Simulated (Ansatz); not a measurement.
Reaction (SMILES): ClC=C → [CH]=C (CH-CH2) + Cl atom
B3LYP-D3(BJ)/def2-TZVP geometries, fixed; electronic energies without zero-point terms.
Largest species:
```
C
C 1 1.3205
H 1 1.0805 2 123.94
H 2 1.0811 1 122.25 3 180.00
H 2 1.0820 4 118.23 1 180.00
Cl 1 1.7376 3 112.62 2 180.00
```
Charge 0, spin multiplicity 1.

Basis-set convergence of the bond dissociation energy at B2PLYP with Ansatz (an electronic-structure program). Cartesian d functions, on some or all atoms, in 6-31G**, 6-31+G*, 6-311G**; all else is spherical. Cores are frozen. Open shells are unrestricted. No added dispersion term, no relativity. Functions are those of the species that has most. Reference: the value in aug-pcseg-3, 95.67 kcal/mol, itself unsure by roughly 0.10 kcal/mol (its mean distance from aug-cc-pV(Q+d)Z, def2-QZVPPD, pcseg-3). Deviations are taken from unrounded values.

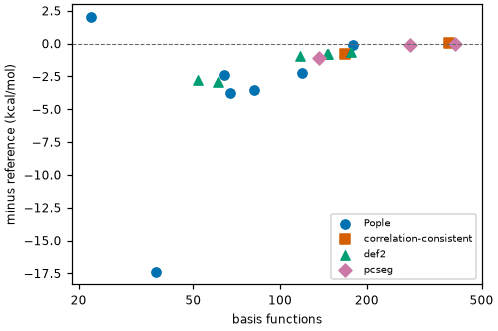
*Deviation from the reference against the number of basis functions, by family of sets.*

| basis | functions | bond dissociation energy (kcal/mol) | minus reference (kcal/mol) |
|---|---|---|---|
| STO-3G | 22 | 97.68 | 2.01 |
| 3-21G | 37 | 78.30 | -17.37 |
| def2-SV(P) | 52 | 92.89 | -2.78 |
| def2-SVP | 61 | 92.72 | -2.95 |
| 6-31G** | 64 | 93.29 | -2.38 |
| 6-31+G* | 67 | 91.91 | -3.76 |
| 6-311G** | 81 | 92.11 | -3.56 |
| def2-TZVP | 117 | 94.72 | -0.95 |
| 6-311++G(2d,2p) | 119 | 93.44 | -2.23 |
| pcseg-2 | 136 | 94.57 | -1.10 |
| def2-TZVPP | 146 | 94.89 | -0.78 |
| def2-TZVPD | 147 | 94.90 | -0.77 |
| jun-cc-pV(T+d)Z | 168 | 94.84 | -0.83 |
| def2-TZVPPD | 176 | 95.05 | -0.62 |
| 6-311++G(3df,3pd) | 179 | 95.59 | -0.08 |
| pcseg-3 | 283 | 95.60 | -0.08 |
| aug-cc-pV(Q+d)Z | 387 | 95.69 | 0.01 |
| aug-pcseg-3 | 406 | 95.67 | 0.00 |
